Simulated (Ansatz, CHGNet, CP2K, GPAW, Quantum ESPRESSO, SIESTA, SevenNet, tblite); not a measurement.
# Generalised stacking fault on (111) (glide set) of a Ge-Si solid solution (72 atoms): one structure in several programs

Aim: run generalised stacking fault on (111) (glide set) of a Ge-Si solid solution (72 atoms) in several programs and set results and cost side by side. A plane-wave run serves as the reference.

Main program and level: Quantum ESPRESSO 7.5; Kohn-Sham DFT, PBE, SSSP efficiency 1.3.0 pseudopotentials, plane waves.

### Step 1. The starting structure

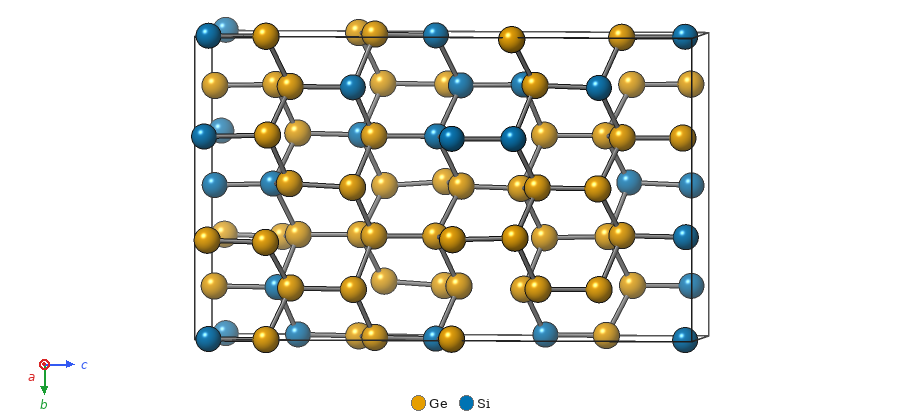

Start, viewed from the side, with the c axis across the page; germanium orange, silicon blue. Bonds to atoms that aren't drawn are left out. Some periodic images of atoms are drawn too.

The cell holds 72 atoms: 51 Ge and 21 Si. Cell: a = 6.849 Å, b = 11.862 Å, c = 19.579 Å, α = 90.0°, β = 88.3°, γ = 90.0°. Diamond-structure Ge lattice (a = 5.5919 Å, the value set for the mixture), cell with z along [111], 1 x 3 x 2 periods; the third cell vector is tilted by 0.083 of 1/2[11-2] and lengthened by 0.2 Å, so the cell holds one fault (glide set); displaced by a Gaussian of 0.01 Å; 21 of 72 Ge sites given to Si at random (lattice constant by Vegard's rule between Ge and Si). Then every atom was moved at random, 0.05 Å r.m.s. a Cartesian component. The structure's axis is c.

### Step 2. The reference run

Input file pw.in:

```
&control
  calculation = 'scf'
  pseudo_dir = './pseudo'
  outdir = './tmp'
  disk_io = 'none'
  tprnfor = .true.
  tstress = .true.
/
&system
  ibrav = 0
  nat = 72
  ntyp = 2
  ecutwfc = 45
  ecutrho = 360
  nosym = .true.
  occupations = 'smearing'
  smearing = 'fd'
  degauss = 0.003675
/
&electrons
  conv_thr = 3.6e-07
  electron_maxstep = 100
  mixing_beta = 0.2
  mixing_mode = 'local-TF'
  diagonalization = 'david'
/
ATOMIC_SPECIES
Ge 72.630 Ge.upf
Si 28.085 Si.upf
CELL_PARAMETERS angstrom
6.84865 0.00000 0.00000
0.00000 11.86221 0.00000
0.57070 0.00000 19.57091
ATOMIC_POSITIONS crystal
Ge 0.48162 0.17187 0.02273
Ge 0.47964 0.16780 0.14470
Ge 0.81983 0.16745 0.18597
Si 0.78622 0.17000 0.31058
Si 0.99946 0.99786 0.02759
Ge 0.97695 0.99929 0.14243
Si 0.31846 0.99479 0.18418
Ge 0.30818 0.99885 0.30582
Ge 0.63953 0.99728 0.34984
Si 0.62710 0.00072 0.47219
Si 0.50035 0.49990 0.02274
Si 0.49366 0.49438 0.13967
[... 56 atom lines left out ...]
Si 0.08812 0.49356 0.84287
Si 0.09208 0.50233 0.96824
Ge 0.09551 0.83283 0.84973
Si 0.07122 0.83396 0.96741
K_POINTS gamma
```

Run with:

```
OMP_NUM_THREADS=1 mpirun -np 4 pw.x -in pw.in > output.txt
```

Numbers of over 12 decimals in the logs are rounded to 6 here.

The log of the run:

```text
Program PWSCF
     gamma-point specific algorithms are used
     one sub-group per band group will be used
     scalapack distributed-memory algorithm (size of sub-group:  2*  2 procs)
     Parallelization info
     sticks:   dense  smooth     PW     G-vecs:    dense   smooth      PW
     Min        2078    1040    258               309400   109408   13674
     Max        2079    1041    259               309411   109413   13680
     Sum        8313    4161   1033              1237619   437637   54705
     bravais-lattice index     =            0
     lattice parameter (alat)  =      12.9421  a.u.
     unit-cell volume          =   10729.4683 (a.u.)^3
     number of atoms/cell      =           72
     number of atomic types    =            2
     number of electrons       =       798.00
[... lines left out ...]
     scf convergence threshold =      3.6E-07
[... lines left out ...]
     number of k points=     1  Fermi-Dirac smearing, width (Ry)=  0.0037
[... lines left out ...]
     total energy              =  -11134.98985036 Ry
[... lines left out ...]
     total energy              =  -11134.71289038 Ry
[... lines left out ...]
     total energy              =  -11134.77516910 Ry
[... lines left out ...]
     total energy              =  -11134.78009043 Ry
[... lines left out ...]
     total energy              =  -11134.78009062 Ry
[... lines left out ...]
   -17.2382 -17.1888 -17.1636 -17.1449 -17.1208 -17.1121 -17.1042 -17.0944
   -17.0907 -17.0888 -17.0852 -17.0776 -17.0758 -17.0740 -17.0680 -17.0656
   -17.0594 -17.0544 -17.0521 -17.0502 -17.0366 -17.0356 -17.0340 -17.0333
[...]
11.2606  11.2877  11.2910  11.3119  11.3182  11.3976  11.4058  11.4358
    11.4504  11.4743  11.4891  11.5564  11.5994  11.6108  11.6662  11.6690
    11.7158  11.7736  11.9549  12.0173  12.0608  12.1152  12.2905
     the Fermi energy is     8.1488 ev
!    total energy              =  -11134.78009122 Ry
     estimated scf accuracy    <       0.00000014 Ry
     smearing contrib. (-TS)   =      -0.00750696 Ry
     internal energy E=F+TS    =  -11134.77258426 Ry
     The total energy is F=E-TS. E is the sum of the following terms:
     one-electron contribution =   -8469.03829289 Ry
     hartree contribution      =    4924.25152657 Ry
     xc contribution           =   -3103.08891773 Ry
     ewald contribution        =   -4486.89690020 Ry
     convergence has been achieved in  13 iterations
     Forces acting on atoms (cartesian axes, Ry/au):
     atom    1 type  1   force =    -0.04558677   -0.03148568   -0.01832146
     atom    2 type  1   force =     0.02868277   -0.04941777    0.00843431
     atom    3 type  1   force =    -0.06206392   -0.04150286    0.04300846
[...]
atom   71 type  1   force =    -0.03010889   -0.00636412   -0.01104191
     atom   72 type  2   force =     0.03787597    0.03496298    0.03194057
     Total force =     0.483250     Total SCF correction =     0.001792
     Computing stress (Cartesian axis) and pressure
          total   stress  (Ry/bohr**3)                   (kbar)     P=       31.24
  -0.00040185  -0.00004773  -0.00013809          -59.11       -7.02      -20.31
  -0.00004773   0.00082968   0.00003195           -7.02      122.05        4.70
  -0.00013809   0.00003195   0.00020927          -20.31        4.70       30.79
     Message from routine punch:
     Nothing written, as per user request (disk_io='none')
```

It took 4.3 min on 4 MPI ranks of Arm Neoverse V1, shared host; peak memory 4.4 GiB; 17 min of CPU time.

Banners, paths, timers and routine set-up lines are dropped from the logs unmarked, and long logs keep their key lines alone; longer cuts are marked.

Numbers from this run:

* r.m.s. force component: 0.8454 eV/Å
* longest force: 2.812 eV/Å
* pressure: 3.124 GPa

### Step 3. What was run beside it

The programs:
- CHGNet: machine-learned potential, published weights.
- CP2K 2026.2: Gaussian basis with GTH pseudopotentials and a plane-wave density; labels give functional, basis (MOLOPT sets; SR short-range, UZH the newer set with its own potentials), grid cutoff/relative cutoff and solver (OT: orbital transformation; TRS4, TC2, SIGN: linear-scaling purification with its sparsity filter), or its built-in tight binding.
- GPAW 26.7.0: PAW with atomic orbitals (LCAO), plane waves or a real-space grid of spacing h.
- SIESTA 5.4.2: numerical atomic orbitals, whose automatically made sets are far from complete, with PseudoDojo norm-conserving potentials that we converted to its format (checked against plane waves on the same files for H, C, O, Si, Ge and Ca alone); labels give functional, basis size, energy shift and mesh cutoff.
- SevenNet: machine-learned potential, published weights.
- tblite 0.8.0: extended tight binding, driven from Python.

All use the same cell and atoms; the electronic-structure runs use the same k-mesh, and an electronic temperature of 580 K (0.05 eV) where levels are smeared.

Differences are against the plane-wave reference, forces as r.m.s. over components; share is that over the reference's r.m.s. force, slope the least-squares factor from reference forces to these. Total energies of different programs have different zeros and aren't compared.

| run | Δ force, r.m.s. (meV/Å) | share (%) | slope | Δ pressure (GPa) | cores | CPU time | memory (GiB) |
| --- | --- | --- | --- | --- | --- | --- | --- |
| reference | - | - | - | - | 4 | 17 min | 4.4 |
| CHGNet 0.3.0 potential | 357 | 42.2 | 0.613 | 1.63 | 1 | 4 s | 0.63 |
| CP2K PBE+rVV10L, DZVP-UZH, 350/50 Ry, diagonalisation | 27.8 | 3.29 | 1.014 | 0.160 | 2 | 7.8 min | 3.5 |
| CP2K PBE, DZVP-MOLOPT (SR for Ge), 350/50 Ry, diagonalisation | 26.2 | 3.10 | 1.007 | 0.586 | 2 | 3.8 min | 1.9 |
| CP2K PBE, DZVP-UZH, 122/50 Ry, diagonalisation (coarse) | 27.0 | 3.19 | 1.014 | 0.518 | 2 | 3.8 min | 0.84 |
| CP2K PBE, DZVP-UZH, 175/50 Ry, diagonalisation (coarse) | 26.9 | 3.19 | 1.014 | 0.518 | 2 | 4.5 min | 1.1 |
| CP2K PBE, DZVP-UZH, 350/30 Ry, diagonalisation (coarse) | 26.9 | 3.18 | 1.014 | 0.519 | 2 | 3.8 min | 2.0 |
| CP2K PBE, DZVP-UZH, 350/50 Ry, diagonalisation | 26.9 | 3.19 | 1.014 | 0.518 | 2 | 4.7 min | 2.0 |
| CP2K PBE, SZV-MOLOPT-SR, 350/50 Ry, diagonalisation (coarse) | 426 | 50.4 | 1.181 | -0.882 | 1 | 2 min | 1.7 |
| CP2K RPBE, PBE potentials, DZVP-UZH, 350/50 Ry, diagonalisation | 26.8 | 3.16 | 1.014 | 0.970 | 2 | 4.7 min | 2.0 |
| GPAW PBE, LCAO dzp, h 0.16 Å | 69.3 | 8.20 | 1.076 | - | 1 | 11 min | 3.1 |
| GPAW PBE, LCAO dzp, h 0.2 Å | 69.6 | 8.24 | 1.075 | - | 1 | 5.8 min | 1.6 |
| GPAW PBE, LCAO dzp, h 0.2 Å, other mixer settings | 69.9 | 8.27 | 1.075 | - | 1 | 5.2 min | 1.5 |
| GPAW PBE, LCAO sz(dzp), h 0.2 Å (coarse) | 317 | 37.5 | 1.243 | - | 1 | 87 s | 1.2 |
| GPAW PBE, LCAO szp(dzp), h 0.2 Å (coarse) | 170 | 20.1 | 1.176 | - | 1 | 3.9 min | 1.6 |
| SIESTA PBE, DZ, shift 0.01 Ry, mesh 300 Ry (coarse) | 154 | 18.2 | 1.079 | 2.04 | 1 | 2.5 min | 0.88 |
| SIESTA PBE, DZP, shift 0.01 Ry, mesh 300 Ry | 127 | 15.0 | 1.081 | 0.942 | 1 | 7.1 min | 1.5 |
| SIESTA PBE, SZ, shift 0.01 Ry, mesh 300 Ry (coarse) | 394 | 46.7 | 1.350 | 7.28 | 1 | 1.8 min | 0.73 |
| SIESTA PBE, SZP, shift 0.01 Ry, mesh 300 Ry (coarse) | 221 | 26.1 | 1.231 | 3.16 | 1 | 5.3 min | 1.3 |
| SIESTA PBE, TZP, shift 0.01 Ry, mesh 300 Ry | 121 | 14.3 | 1.088 | 0.732 | 2 | 9.9 min | 1.9 |
| SevenNet 0 potential | 287 | 33.9 | 0.752 | -0.736 | 1 | 8.8 s | 0.77 |
| SevenNet l3i5 potential | 264 | 31.2 | 0.918 | 0.533 | 1 | 11 s | 1.1 |
| tblite GFN1-xTB | 216 | 25.5 | 0.901 | 5.19 | 1 | 8.7 s | 0.15 |

Rows marked coarse were listed beforehand as settings not expected to be converged; some can still land near the reference.

Times of the machine-learned potentials are mostly Python's start and the loading of weights.

CPU time is summed over cores on a shared host, where runs went side by side, so it is rough. Symmetry, cutoffs, thresholds, outputs and thread counts weren't matched or tuned between programs; memory under MPI is the largest rank's times the ranks.

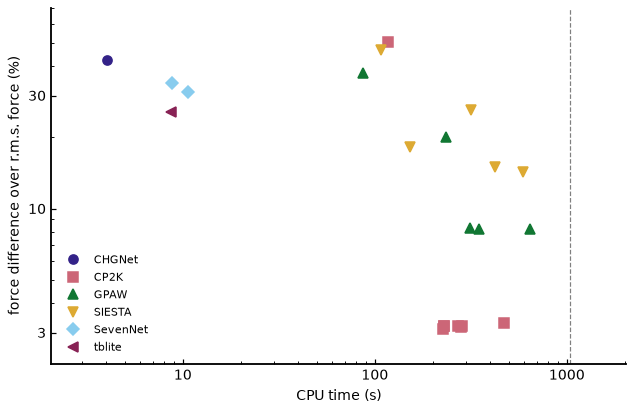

Force difference against CPU time; the dashed line marks the reference's time.

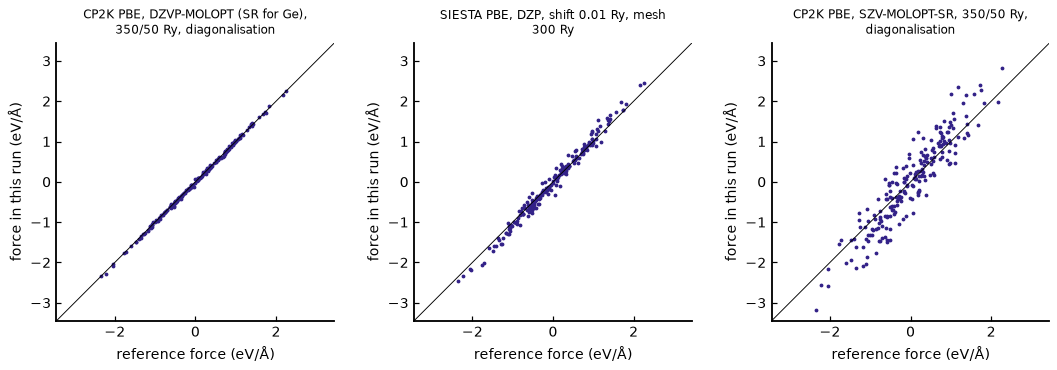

Force components against those of the reference; the line marks equality.

Runs without a result: CP2K GFN1-xTB, diagonalisation (not converged, the SCF not settling).

Mean charges by element (e), by run and scheme:

| run | scheme | Ge | Si |
| --- | --- | --- | --- |
| CP2K PBE+rVV10L, DZVP-UZH, 350/50 Ry, diagonalisation | Mulliken | -0.05 | +0.13 |
| CP2K PBE+rVV10L, DZVP-UZH, 350/50 Ry, diagonalisation | Hirshfeld | 0.00 | 0.00 |
| CP2K PBE, DZVP-MOLOPT (SR for Ge), 350/50 Ry, diagonalisation | Mulliken | +0.03 | -0.08 |
| CP2K PBE, DZVP-MOLOPT (SR for Ge), 350/50 Ry, diagonalisation | Hirshfeld | 0.00 | 0.00 |
| CP2K PBE, DZVP-UZH, 350/50 Ry, diagonalisation | Mulliken | -0.05 | +0.12 |
| CP2K PBE, DZVP-UZH, 350/50 Ry, diagonalisation | Hirshfeld | 0.00 | 0.00 |
| CP2K RPBE, PBE potentials, DZVP-UZH, 350/50 Ry, diagonalisation | Mulliken | -0.04 | +0.11 |
| CP2K RPBE, PBE potentials, DZVP-UZH, 350/50 Ry, diagonalisation | Hirshfeld | 0.00 | 0.00 |
| SIESTA PBE, DZP, shift 0.01 Ry, mesh 300 Ry | Hirshfeld | +0.01 | -0.03 |
| SIESTA PBE, TZP, shift 0.01 Ry, mesh 300 Ry | Hirshfeld | +0.01 | -0.03 |
| tblite GFN1-xTB | Mulliken | -0.05 | +0.12 |

Within one program, basis, potentials and functional, energies share a zero. Each run against its twin at the usual cutoff or grid and solver:

| run | twin | Δ energy (meV/atom) | Δ force, r.m.s. (meV/Å) | CPU time over the twin's |
| --- | --- | --- | --- | --- |
| CP2K PBE, DZVP-UZH, 122/50 Ry, diagonalisation | DZVP-UZH, 350/50 Ry, diagonalisation | 0.0043 | 0.458 | 0.81 |
| CP2K PBE, DZVP-UZH, 175/50 Ry, diagonalisation | DZVP-UZH, 350/50 Ry, diagonalisation | 2.0e-4 | 0.113 | 0.96 |
| CP2K PBE, DZVP-UZH, 350/30 Ry, diagonalisation | DZVP-UZH, 350/50 Ry, diagonalisation | -0.0134 | 1.02 | 0.81 |
| GPAW PBE, LCAO dzp, h 0.16 Å | LCAO dzp, h 0.2 Å | -5.16 | 12.0 | 1.8 |
| GPAW PBE, LCAO dzp, h 0.2 Å, other mixer settings | LCAO dzp, h 0.2 Å | 0 | 2.87 | 0.90 |

### Step 4. Results

- reference r.m.s. force component: 0.845 eV/Å
- nearest in forces: CP2K PBE, DZVP-MOLOPT (SR for Ge), 350/50 Ry, diagonalisation, 3.1 %
- farthest in forces: CP2K PBE, SZV-MOLOPT-SR, 350/50 Ry, diagonalisation (coarse), 50 %
- cheapest electronic-structure run beside the reference: tblite GFN1-xTB, 8.7 s of CPU time

**Reading.** The PBE runs in local orbitals, coarse settings apart, differ by 3.1 % (CP2K PBE, DZVP-MOLOPT (SR for Ge), 350/50 Ry, diagonalisation) to 15 % (SIESTA PBE, DZP, shift 0.01 Ry, mesh 300 Ry); basis, grid and potentials can all enter. Tight binding differs by 26 % (tblite GFN1-xTB); it is another model, with fitted parameters of its own, and the xTB methods hold dispersion. Machine-learned potentials differ by 31 % (SevenNet l3i5 potential) to 42 % (CHGNet 0.3.0 potential); they were trained on other programs' data. Among those trained on PBE data the slope goes as low as 0.61, which softening far from their training structures can give, though the reference's k-sampling is untested too. Rows with another functional or a dispersion term differ by 3.2 % (CP2K RPBE, PBE potentials, DZVP-UZH, 350/50 Ry, diagonalisation) to 3.3 % (CP2K PBE+rVV10L, DZVP-UZH, 350/50 Ry, diagonalisation), which mixes the change of model with differences of basis and potentials, some of them made for another functional. Runs with settings chosen to be coarse differ by 3.2 % (CP2K PBE, DZVP-UZH, 350/30 Ry, diagonalisation) to 50 % (CP2K PBE, SZV-MOLOPT-SR, 350/50 Ry, diagonalisation), their programs' other errors included. Of the electronic-structure runs that take under half the reference's CPU time, CP2K PBE, DZVP-MOLOPT (SR for Ge), 350/50 Ry, diagonalisation is among the nearest, at 3.1 % in 3.8 min against 17 min. SIESTA PBE, SZ, shift 0.01 Ry, mesh 300 Ry stiffens the forces by a factor of 1.35 while following their directions (correlation 0.975); the slopes of the 5 SIESTA runs lie between 1.08 and 1.35. In pressure, SIESTA PBE, SZ, shift 0.01 Ry, mesh 300 Ry misses by +7.3 GPa, at the same functional. Charges hang on model, scheme and program or settings: among these rows the mean for Si runs from -0.08 to +0.13 e, even in sign. In the reference: levels near the Fermi energy are neither full nor empty under the smearing, so no gap is quoted. Periodic xTB results under one method name differ between programs and library versions. The potentials hold different valence shells: 798 electrons in the reference, 288 in GPAW and 288 in CP2K with DZVP-MOLOPT; this bears on time and differences. GPAW's setups keep the filled d shell of Ge in the core. The reference's pressure holds the uncorrected Pulay stress of its 45 Ry basis, so small pressure differences, and their order, may be the reference's own error. Machine-learned potentials mimic data converged in k, so the reference's own k-point error enters their differences. The reference's stress is far from hydrostatic: its diagonal is -5.9, 12.2, 3.1 GPa, compression counted positive. The host structure and its lattice constant were typed by rule, without a check against the phase diagram. The reference's pressure of 3.1 GPa belongs to a cell and atoms that aren't relaxed at this level. The electronic-structure runs sample only Γ, in a cell whose shortest periodic width is 7 Å, which is coarse for a cell with partly filled levels.

[Also dropped from logs without a mark: logging warnings of Python, and SIESTA's first energy breakdown and zero terms.]

[Logs are printed without paths, hosts, clocks, repeated set-up lines and the standing remarks that a program may print on its own settings, such as how far it seeks lower states.]

[Hosts, paths, dates, database ids (printed as entryN), source tags and the programs' standing remarks are cut or masked in the printed files.]
